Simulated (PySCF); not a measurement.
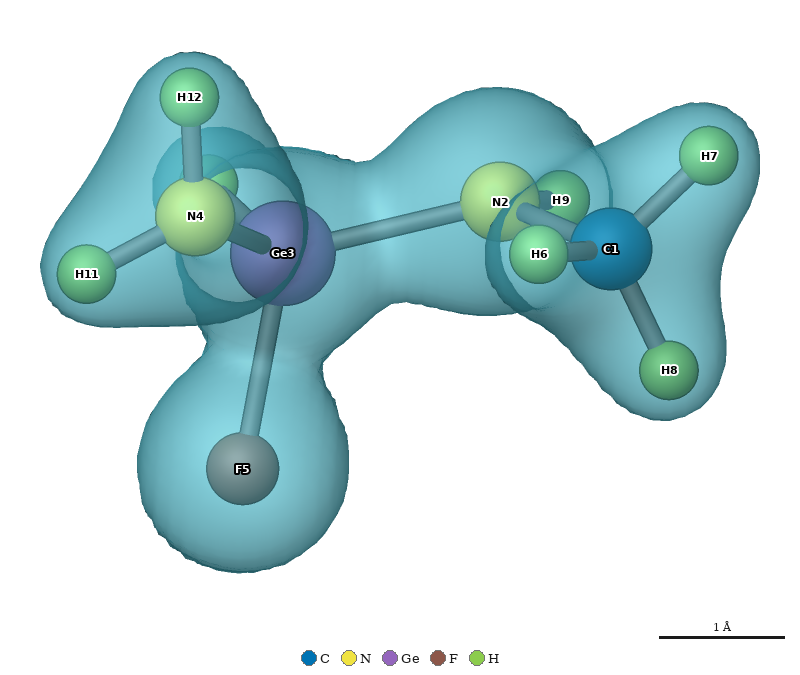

Figure. CH7FGeN2. Isosurface of the total electron density at 0.5 e/Å³ (cyan), seen from one side.

Geometry: GFN2-xTB.

Level of theory: CAM-B3LYP/def2-SVPD, SCF density, gas phase (PySCF 2.14.0).

```yaml
atoms:
  - { symbol: C, position_ang: [-1.7035, -0.2728, 0.3017] }
  - { symbol: N, position_ang: [-0.7800, 0.0350, -0.7794] }
  - { symbol: Ge, position_ang: [0.9366, 0.4961, -0.5253] }
  - { symbol: N, position_ang: [1.6445, -0.5965, 0.7167] }
  - { symbol: F, position_ang: [1.1503, 2.0585, 0.2768] }
  - { symbol: H, position_ang: [-1.1358, -0.7028, 1.1243] }
  - { symbol: H, position_ang: [-2.4412, -1.0034, -0.0380] }
  - { symbol: H, position_ang: [-2.2294, 0.6117, 0.6726] }
  - { symbol: H, position_ang: [-1.2548, 0.4745, -1.5548] }
  - { symbol: H, position_ang: [1.5795, 0.7363, -1.8638] }
  - { symbol: H, position_ang: [2.4854, -0.2671, 1.1684] }
  - { symbol: H, position_ang: [1.7494, -1.5700, 0.4748] }
```

### What does this surface tell about the bonding?

At this value the surface is in one piece. It bridges the sampled C–N (1.45 Å), Ge–F (1.77 Å), Ge–N (1.80 Å) and N–H (1.01 Å) contacts, where the density stays above the isovalue. On the grid the lowest density along these lines, outside the cores, is 1.8 e/Å³ (C–N, 1.45 Å), 0.83 e/Å³ (Ge–F, 1.77 Å), 1 e/Å³ (Ge–N, 1.80 Å) and 2.2 e/Å³ (N–H, 1.01 Å).
